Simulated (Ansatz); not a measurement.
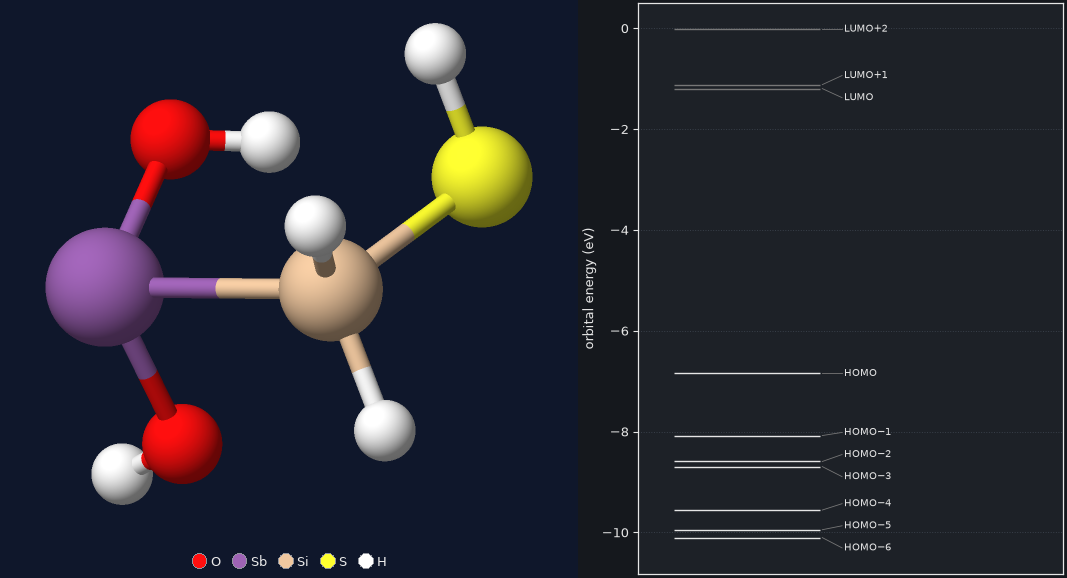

SiSbH₅SO₂, SMILES [OH][Sb]([OH])[SiH2]S, singlet. Kohn-Sham orbital energies near the frontier, PBE0/def2-TZVPP, the Ansatz code 0.2.0, at a PBE0-D4/def2-TZVP geometry (a minimum by its frequencies), isolated molecule; empty levels in grey, levels within 0.03 eV side by side.

Question: Where do the frontier orbitals lie?

Answer: HOMO at −6.85 eV, LUMO at −1.20 eV, 5.65 eV apart.

Question: How far below the HOMO does the next level lie?

Answer: 1.23 eV.

Question: List the levels.

Answer:
```
orbital  energy (eV)
 LUMO+2        −0.02
 LUMO+1        −1.12
   LUMO        −1.20
   HOMO        −6.85
 HOMO−1        −8.08
 HOMO−2        −8.59
 HOMO−3        −8.69
 HOMO−4        −9.55
 HOMO−5        −9.95
 HOMO−6       −10.10
```

Note: core potentials past krypton; spin-orbit coupling is left out, and with Sb it can shift these levels and split any degenerate set; one conformer of a flexible molecule.
